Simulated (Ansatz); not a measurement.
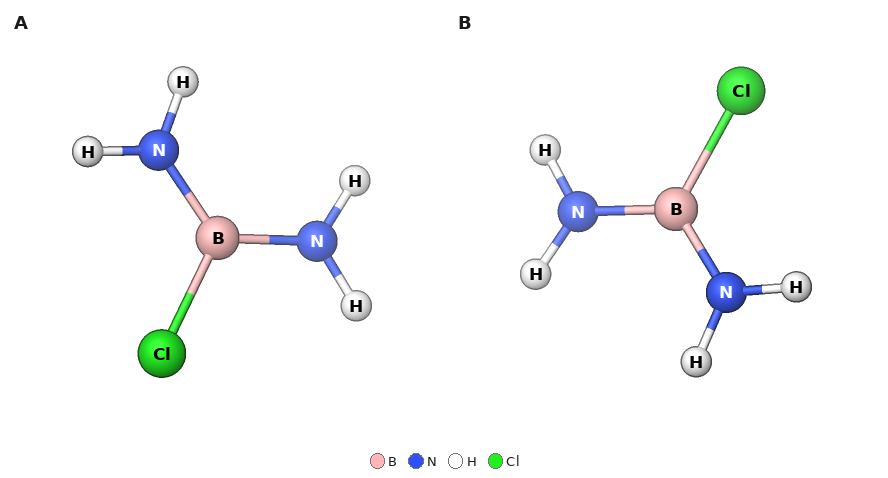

Distant atoms are faded towards the background colour. The geometry was computed by an optimisation with PBE0-D4/def2-TZVP.

### Are A and B the same structure? If not, how do they differ?

Yes. They are the same structure, BClH4N2, seen from two directions. With point group C2v it is achiral, so its mirror image would be the same too.
